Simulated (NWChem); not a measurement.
# One shape, several levels: C2HF (fluoroacetylene)

We compute a comparison of 6 runs (HF/STO-3G, HF/6-311+G**, HF/cc-pVTZ, B3LYP/6-31G*, MP2/cc-pVTZ, CCSD(T)/def2-TZVP) of C2HF (fluoroacetylene). 

The calculation is run with NWChem 7.3.0.

## 1. The molecule

C2HF: 4 atoms, total charge 0, spin state singlet. SMILES: `C#CF`. The shape is that of a PBE0-D4/def2-TZVP optimisation.

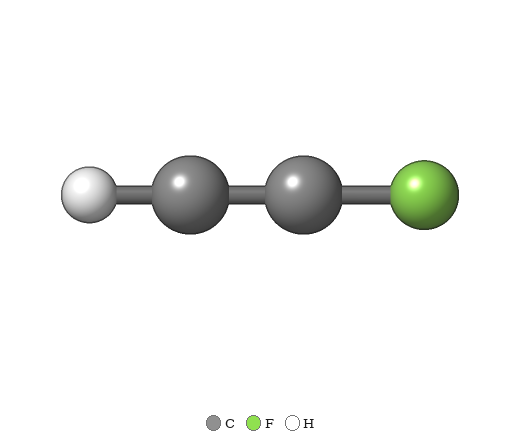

The structure, seen from a chosen angle (carbon grey, fluorine green, hydrogen white).

## 2. Energy and gradient at HF/STO-3G (run 1)

File geom.nw:

```
START geom
TITLE "C2HF gradient"
memory 2200 mb

GEOMETRY units bohr noautosym nocenter noautoz
  C   -0.68224782   0.85625380  -0.54843632
  C    0.57309724  -0.71968330   0.46073413
  F    1.90975722  -2.39808135   1.53502453
  H   -1.80058774   2.26151084  -1.44732234
END

BASIS spherical bse
  C library STO-3G
  F library STO-3G
  H library STO-3G
END

SCF
  thresh 1e-08
  maxiter 80
  print low
END

TASK scf gradient
```

The run is started by

```sh
nwchem geom.nw > geom.out
```

What it wrote:

```text
[...]
  functions       =    16
[...]
  wavefunction    = RHF
[...]
         Total SCF energy =   -173.302497618958
      One-electron energy =   -350.366771909299
      Two-electron energy =    121.232180050034
 Nuclear repulsion energy =     55.832094240307
        Time for solution =      0.1s
[...]
                         RHF ENERGY GRADIENTS
    atom               coordinates                        gradient
                 x          y          z           x          y          z
   1 C      -0.682248   0.856254  -0.548436   -0.039629   0.049706  -0.031864
   2 C       0.573097  -0.719683   0.460734    0.077685  -0.097522   0.062453
   3 F       1.909757  -2.398081   1.535025   -0.037703   0.047347  -0.030307
   4 H      -1.800588   2.261511  -1.447322   -0.000353   0.000469  -0.000283
 Task  times  cpu:        0.2s     wall:        0.2s
 Total times  cpu:        0.2s     wall:        0.2s
```

Wall time 0.69 s (1 thread of Intel Xeon 6975P-C (Granite Rapids), shared host); peak memory 0.1 GiB.

## 3. Energy and gradient at HF/6-311+G(d,p) (run 2)

File run.nw:

```
start run
title "C2HF"
memory stack 880 mb heap 220 mb global 1100 mb
charge 0
geometry noautosym nocenter noautoz
  C     -0.361030     0.453110    -0.290220
  C      0.303270    -0.380840     0.243810
  F      1.010600    -1.269010     0.812300
  H     -0.952830     1.196740    -0.765890
end
basis spherical bse
  * library 6-311+G**
end
scf
  thresh 1e-08
  maxiter 80
  noprint "final vectors analysis"
end
task scf gradient
```

The run is started by

```sh
nwchem run.nw > run.out
```

What it wrote:

```text
[...]
  functions       =    72
[...]
  wavefunction    = RHF
[...]
         Total SCF energy =   -175.695938446954
      One-electron energy =   -351.633896601805
      Two-electron energy =    120.105859941582
 Nuclear repulsion energy =     55.832098213269
        Time for solution =      3.6s
[...]
                         RHF ENERGY GRADIENTS
    atom               coordinates                        gradient
                 x          y          z           x          y          z
   1 C      -0.682248   0.856254  -0.548436   -0.020271   0.025406  -0.016303
   2 C       0.573097  -0.719683   0.460734    0.016402  -0.020573   0.013197
   3 F       1.909757  -2.398081   1.535024    0.007856  -0.009863   0.006309
   4 H      -1.800588   2.261511  -1.447322   -0.003986   0.005029  -0.003203
[...]
```

It took 5.4 s on 1 thread of Intel Xeon 6975P-C (Granite Rapids), shared host; peak memory 0.1 GiB.

Runs 3 to 5 aren't shown in full; the table further down has their settings and results.

## 4. The energy at CCSD(T)/def2-TZVP (run 6)

File test.nw:

```
start test
title "C2HF energy"
memory 2200 mb
charge 0
geometry units angstroms noautosym nocenter noautoz
  C     -0.361030     0.453110    -0.290220
  C      0.303270    -0.380840     0.243810
  F      1.010600    -1.269010     0.812300
  H     -0.952830     1.196740    -0.765890
end
basis spherical bse
  * library def2-TZVP
end
scf
  thresh 1e-08
  maxiter 80
  print low
end
ccsd
  freeze core 3
  maxiter 60
end
task ccsd(t) energy
```

The run is started by

```sh
nwchem test.nw > test.out
```

What it wrote:

```text
[...]
  functions       =    99
[...]
  wavefunction    = RHF
[...]
         Total SCF energy =   -175.721632384138
      One-electron energy =   -351.758118527495
      Two-electron energy =    120.204387930088
 Nuclear repulsion energy =     55.832098213269
        Time for solution =     12.0s
[...]
 Total MP2 energy:           -176.265645397029630
[...]
             energy      energy      error      ampl     ampl      Block
                                                time     time      time
[...]
 Total CCSD energy:           -176.273781281761131
[...]
 Total CCSD+T(CCSD) energy:           -176.298259949022764
[...]
 Total CCSD(T) energy:                -176.297098340184391
[...]
```

Run time: 1.9 min. Hardware: 1 thread of Intel Xeon 6975P-C (Granite Rapids), shared host; peak memory 0.26 GiB.

## 5. Overview of the runs

| run | level | iteration cap | module | energy (Eh) | largest force (eV/Å) | wall time |
| --- | --- | --- | --- | --- | --- | --- |
| 1 | HF/STO-3G | 80 | scf | -173.302498 | 7.171 | 0.69 s |
| 2 | HF/6-311+G** | 80 | scf | -175.695938 | 1.870 | 5.4 s |
| 3 | HF/cc-pVTZ | 80 | scf | -175.713445 | 2.034 | 28 s |
| 4 | B3LYP/6-31G* (spherical functions) | 100 | dft | -176.533508 | 0.950 | 5.7 s |
| 5 | MP2/cc-pVTZ | 80 | mp2 | -176.263175 | 1.492 | 51 s |
| 6 | CCSD(T)/def2-TZVP | 80 | ccsd(t) | -176.297098 | – | 1.9 min |

## 6. Summary of results

| quantity | value |
| --- | --- |
| run 6: total energy | -176.29710 Eh |
| run 6: correlation energy (3 core orbitals frozen) | -575.5 mEh |
| run 6: (T) correction | -23.32 mEh |

What this shows: Over runs 2, 3, 4, 5 the dipole moment (its size) runs from 0.47 D (B3LYP/6-31G*) to 0.97 D (HF/6-311+G**). The two ends differ in method and basis. In run 1 the basis is minimal, so the values are rough. All runs together took 3.4 min, the longest 1.9 min.
